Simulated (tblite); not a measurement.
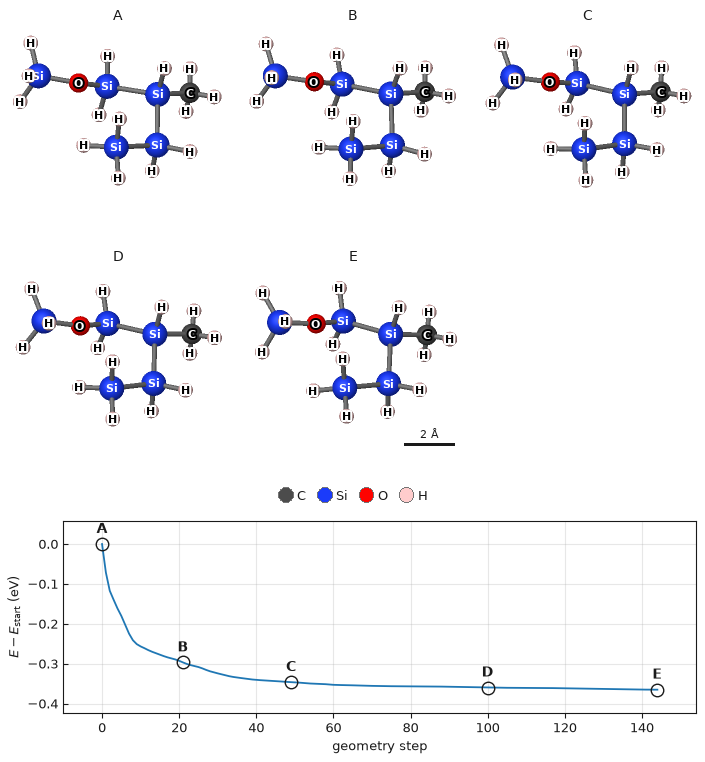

Frames of a relaxation of CH$_{14}$OSi$_{5}$, marked on the history of the run. Style: ball-and-stick. Shown from a free direction.

These are results of tblite 0.8.0, GFN2-xTB geometry optimisation, gas phase, not measurements. 

**What happens along the run?**

The largest move after the best rigid fit is that of an H atom, 0.91 Å. By element the largest moves are H 0.91 Å, Si 0.41 Å, O 0.32 Å, C 0.11 Å. Near-neighbour distances that change, for instance: Si–Si 2.275 → 2.344 Å, C–Si 1.854 → 1.910 Å, O–Si 1.662 → 1.615 Å, H–Si 1.493 → 1.462 Å. Among the angles between lasting bonds that change: Si–O–Si 139.2° → 155.1°, Si–Si–H 110.3° → 120.2°, Si–Si–O 109.8° → 100.6°. Over 144 geometry steps the energy falls by 0.365 eV. From step 0 to 21: an H atom moves most (0.32 Å), energy −0.297 eV. From step 21 to 49: an H atom moves most (0.36 Å), energy −0.049 eV. From step 49 to 100: an H atom moves most (0.23 Å), energy −0.014 eV. From step 100 to 144: H atoms move most (0.30 Å), energy −0.005 eV.

| step | E − E(0), eV |
| --- | --- |
| 0 | 0.0000 |
| 1 | -0.0715 |
| 2 | -0.1170 |
| 3 | -0.1396 |
| 4 | -0.1613 |
| 5 | -0.1801 |
| 6 | -0.2021 |
| 7 | -0.2245 |
| 8 | -0.2410 |
| 9 | -0.2508 |
| 10 | -0.2565 |
| 17 | -0.2840 |
| 24 | -0.3058 |
| 31 | -0.3265 |
| 38 | -0.3383 |
| 45 | -0.3434 |
| 52 | -0.3480 |
| 59 | -0.3520 |
| 66 | -0.3544 |
| 73 | -0.3559 |
| 81 | -0.3567 |
| 88 | -0.3573 |
| 95 | -0.3586 |
| 102 | -0.3599 |
| 109 | -0.3605 |
| 116 | -0.3609 |
| 123 | -0.3618 |
| 130 | -0.3633 |
| 137 | -0.3645 |
| 144 | -0.3650 |
